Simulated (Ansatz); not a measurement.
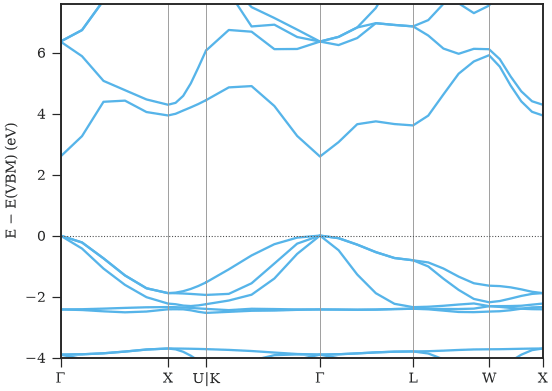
Fig. 1. Band structure from DFT-HSE06 in the program Ansatz with PAW potentials

Question: Read off the gap and where the band edges lie.

Answer: About 2.6 eV (2.59 eV among the points solved); maximum at Γ, minimum at Γ.

Question: Pick the material that matches.
(A) InP, zinc blende
(B) CuI, zinc blende
(C) AlN, zinc blende
(D) SiC, zinc blende

Answer: B, CuI, zinc blende

Space group F-43m (zinc blende). Symmetry was held in the HSE06 relaxation. The run is not spin-polarised. The hybrid was solved on a coarse mesh, the path and, where they were found, the r²SCAN edge points; its band edges are the extreme levels among these. Scalar-relativistic: spin–orbit coupling is off unless named, which matters more the heavier the elements.

Potentials: the earlier of the program's two PAW sets. The files were generated under PBE; for other functionals the program regenerates the frozen cores, and for LDA and PBEsol the local potential too.
